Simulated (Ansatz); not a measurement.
**CCSD(T)/def2-SVPD (core potential) run of SnH3OF (SMILES [OH][SnH2][F])**

Aim: the vertical singlet–triplet gap of SnH3OF at CCSD(T)/def2-SVPD (core potential), from 2 runs. 

The calculation is run with Ansatz 0.2.0.

73 further runs of the same task are left out: 73 set aside as unsound or not needed.

**1. The system as given**

The species is SnH3OF (6 atoms), meant as a singlet with charge 0. SMILES: `[OH][SnH2][F]`. The coordinates come from a PBE0-D4/def2-TZVP relaxation. This is one conformer, not always the lowest.

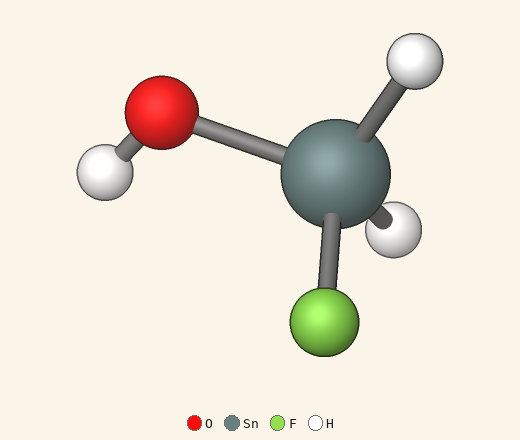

The structure, seen from a chosen angle (oxygen red, tin teal, fluorine green, hydrogen white).

**2. A single-point energy at CCSD(T)/def2-SVPD (core potential)**

molecule.yaml reads:

```yaml
crystal:
  periodic: [false, false, false]
  atoms:
    - {symbol: O, position_ang: [-1.414400, -0.333000, -0.425000]}
    - {symbol: Sn, position_ang: [0.302300, 0.255900, 0.283700]}
    - {symbol: F, position_ang: [1.409100, -1.315100, 0.302100]}
    - {symbol: H, position_ang: [-1.368600, -0.685700, -1.316700]}
    - {symbol: H, position_ang: [1.096100, 1.317100, -0.782100]}
    - {symbol: H, position_ang: [0.017500, 0.696700, 1.891900]}
basis:
  gaussian: {orbitals: def2-SVPD}
correlation: {method: ccsd_t, frozen_orbitals: {F: 1, H: 0, O: 1, Sn: 4}}
scf: {omitted_lower_state_checks: [cluster_reference, increment]}
accuracy: high
```

The run is started by

```
$ ansatz run molecule.yaml --threads 1 --pin off --max-ram 3480MiB --events-out events.jsonl --progress --plain --runs-dir runs
```

Standard output, shortened:

```text
Warning: RAYON_NUM_THREADS=1 ignored (pool sized by the plan → 1); use --threads N
Functional definition: HF
  name "HF"
[...]
2210 factors; integrals over basis functions are off by at most 2.9e-9 eV
[...]
mean field -10593.15181947 eV, -389.2911490691 hartree, gradient 1.8e-8 eV, S^2 0.000000; 0 other end points of the search recorded, 0 dependent functions left out
6 core orbitals not correlated: weight in the atoms' cores, before any rotation towards them, 1.000 or more for the frozen orbitals, at most 0.000 for the correlated occupied ones
reference -10593.15181947 eV, -389.2911490691 hartree; 15, 15 occupied and 81, 81 virtual orbitals, 2210 factors
second order -14.42805863 eV of doubles, -0.00000000 eV of singles
cycle   1  -14.40125519 eV  change    2.7e-2 eV  update   1.1e-1
[...]
cycle  21  -14.92496500 eV  change    1.5e-9 eV  update   1.5e-9
perturbative correction -0.38794103 eV, -0.0142565700 hartree
Total energy: -10608.46472550 eV, -389.8538879864 hartree
Checks for a lower state left out: cluster_reference, increment
```

It took 48 s on 1 thread of Arm Neoverse V1, shared host; peak memory 0.82 GiB.

**3. The triplet, same level**

molecule.yaml reads:

```yaml
crystal:
  periodic: [false, false, false]
  atoms:
    - symbol: O
      position_ang: [-1.414400, -0.333000, -0.425000]
    - symbol: Sn
      position_ang: [0.302300, 0.255900, 0.283700]
    - symbol: F
      position_ang: [1.409100, -1.315100, 0.302100]
    - symbol: H
      position_ang: [-1.368600, -0.685700, -1.316700]
    - symbol: H
      position_ang: [1.096100, 1.317100, -0.782100]
    - symbol: H
      position_ang: [0.017500, 0.696700, 1.891900]
basis:
  gaussian:
    orbitals: def2-SVPD
magnetization:
  spin_polarized: true
  initial_magnetization: 2
correlation:
  method: ccsd_t
  frozen_orbitals: {F: 1, H: 0, O: 1, Sn: 4}
accuracy: high
scf:
  omitted_lower_state_checks: [cluster_reference, increment]
```

The run is started by

```
$ ansatz run molecule.yaml --threads 1 --pin off --max-ram 3480MiB --events-out events.jsonl --progress --plain --runs-dir runs
```

Standard output:

```text
Warning: RAYON_NUM_THREADS=1 ignored (pool sized by the plan → 1); use --threads N
[... 18 lines left out ...]
6 core orbitals not correlated: weight in the atoms' cores, before any rotation towards them, 1.000 or more for the frozen orbitals, at most 0.000 for the correlated occupied ones
[... 48 lines left out ...]
Total energy: -10601.77692725 eV, -389.6081159341 hartree
Checks for a lower state left out: cluster_reference, increment
```

Run time: 4.9 min. Hardware: 1 thread of Arm Neoverse V1, shared host; peak memory 1.8 GiB.

**4. Outcome**

Level: CCSD(T)/def2-SVPD (core potential), 6 core orbitals frozen.

| quantity | value |
| --- | --- |
| singlet: total energy | -389.85389 Eh |
| singlet: correlation energy (6 core orbitals frozen) | -562.7 mEh |
| singlet: (T) correction | -14.26 mEh |
| singlet: T1 diagnostic | 0.014 |
| triplet: total energy | -389.60812 Eh |
| triplet: correlation energy (6 core orbitals frozen) | -532.3 mEh |
| triplet: (T) correction | -13.90 mEh |
| triplet: ⟨S²⟩ of the reference determinant | 2.008 |
| triplet: T1 diagnostic | 0.024 |
| vertical energy of the triplet above the singlet | 6.688 eV |

In words: At this shape the triplet lies 6.69 eV (645 kJ/mol) above the singlet. The triples (singlet) make up 2.5 % of the correlation energy. The triples (triplet) make up 2.6 % of the correlation energy.
